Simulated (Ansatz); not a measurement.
Start from MgTe in the zinc blende structure (space group F-43m, No. 216; a = 6.439 Å).

It is then changed as follows: cell and atoms relaxed at a pressure of 9 GPa.

Method: PBEsol in Ansatz (plane waves to 420 eV, PAW, no spin-orbit coupling).

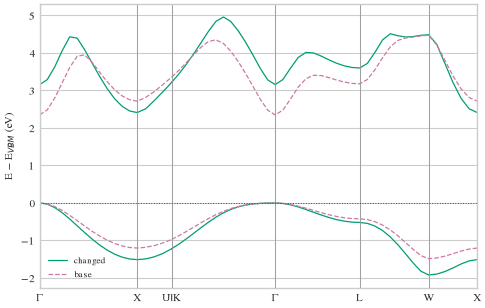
*Highest valence and lowest conduction band along the path, each from its own valence-band maximum*

The gap is 2.41 eV, indirect, Γ → X; the base has 2.35 eV.

With Te present, leaving out spin-orbit coupling can change the band edges. Load acts through the strain it causes; cell and atoms are relaxed under it. No phonon test of stability was made. Tetrahedral semiconductors of this kind turn to denser phases somewhere between about 1 and 50 GPa; those were not computed, so compressed cells here can lie past the real transition.

Ansatz is an electronic-structure program.
